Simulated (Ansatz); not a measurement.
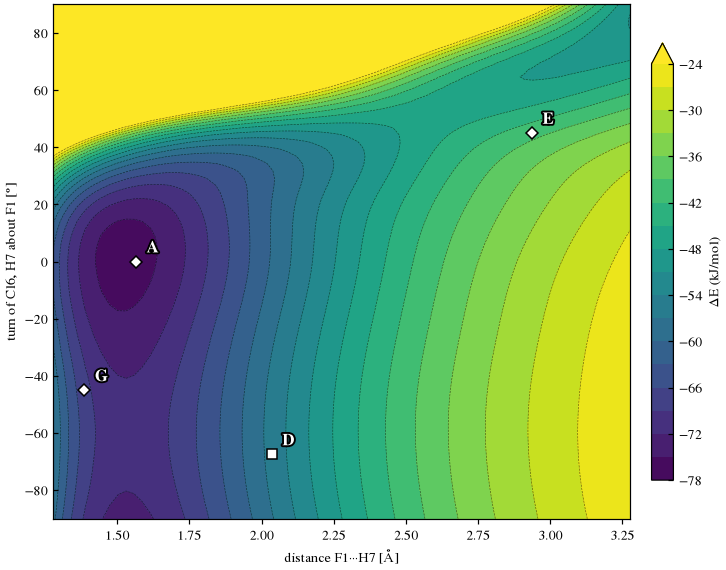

The pair BF₄···ClH, charge −1. The turn is about an axis along (0.49, −0.87, 0.02) in the frame of the relaxed pair, normal to the line between the partners. The first coordinate is: distance F1···H7; the second: turn of Cl6, H7 about F1. The scan uses a 9 × 9 grid. Points are written as (first, second). Energies: kJ/mol, counted from the ion and the molecule far apart, frozen as in the relaxed pair, each in its own basis (no counterpoise correction). Level of theory: RKS PBE0-D4/def2-SVPD (Ansatz).

Drawn: filled contours, one colour for all values above the top of the scale, lettered points. Between grid points the surface is interpolated.

Is A the lowest point of the computed grid?

Yes. A, at (1.565 Å, 0.0°), has the lowest energy of the grid.

Rank the lettered points by energy, lowest first.

A (−76 kJ/mol), G (−68 kJ/mol), D (−56 kJ/mol), E (−40 kJ/mol).

What kind of point is each of A, D, E: minimum, saddle, maximum or slope?

A: minimum; D: on a slope; E: on a slope. (In these two coordinates alone; a stationary point may lie a little off the grid point.)
